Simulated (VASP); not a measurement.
Energy against volume of Pt (fcc). Method: PBE GGA with D3 dispersion (Becke-Johnson damping), VASP's PBE PAW potentials (set 64) (plane waves; VASP).

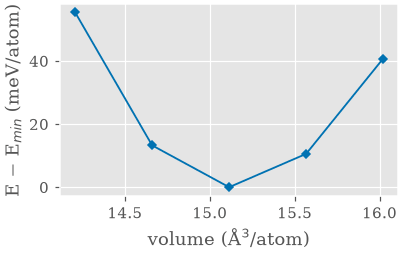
Fig. 1. Energy against volume

### Question
Estimate the equilibrium volume and the bulk modulus.

### Answer
The minimum lies near 15.1 Å³/atom, and the curvature gives B0 of about 280 GPa.

Measured: bulk modulus 289 GPa at 0 K (computed value off by -3.6 %), as given by H. Levämäki et al., Physical Review B (2014), arXiv:1402.3671 [corrected for temperature and zero-point phonon effects]; a 3.913 Å at 0 K (computed value off by +0.3 %), as given by Daniel Mejia-Rodriguez et al., Physical Review B (2018), arXiv:1807.09216 [static lattice: zero-point anharmonic expansion removed].

The compound is Pt in the fcc structure. It was relaxed first.
